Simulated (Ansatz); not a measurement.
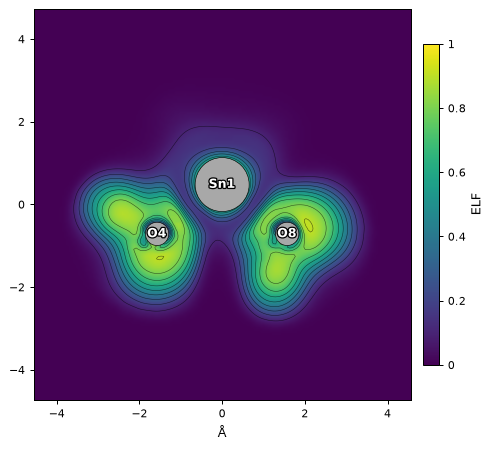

Figure. H$_{4}$O$_{4}$Sn. ELF on the plane of atoms O4, Sn1 and O8. Grey discs cover the atomic cores.

Geometry: r2SCAN-D4/def2-SVP; core potentials replace the inner electrons of Sn.

All numbers below come from RKS PBE0-D4/def2-TZVP (Ansatz 0.2.0).

```json
{"atom": "Sn", "x (Å)": "-0.0005", "y (Å)": "0.0003", "z (Å)": "-0.0002"}
{"atom": "O", "x (Å)": "0.0022", "y (Å)": "0.1061", "z (Å)": "1.9709"}
{"atom": "H", "x (Å)": "-0.7960", "y (Å)": "0.5604", "z (Å)": "2.2807"}
{"atom": "O", "x (Å)": "1.8977", "y (Å)": "-0.1012", "z (Å)": "-0.5323"}
{"atom": "H", "x (Å)": "2.4518", "y (Å)": "0.3478", "z (Å)": "0.1242"}
{"atom": "O", "x (Å)": "-1.0305", "y (Å)": "1.5665", "z (Å)": "-0.6190"}
{"atom": "H", "x (Å)": "-1.4274", "y (Å)": "1.3830", "z (Å)": "-1.4840"}
{"atom": "O", "x (Å)": "-0.8691", "y (Å)": "-1.5713", "z (Å)": "-0.8202"}
{"atom": "H", "x (Å)": "-0.2284", "y (Å)": "-2.2917", "z (Å)": "-0.9202"}
```

**What does the map show?**

Atoms in the plane: Sn and O.
Sn–O (1.97 Å): the ELF peaks at about 0.85 in the valence shell of O, 0.6 Å from its nucleus, and drops to about 0.20 between the two atoms.
The ELF also peaks beside O4 and O8, away from the bonds: lone-pair regions.
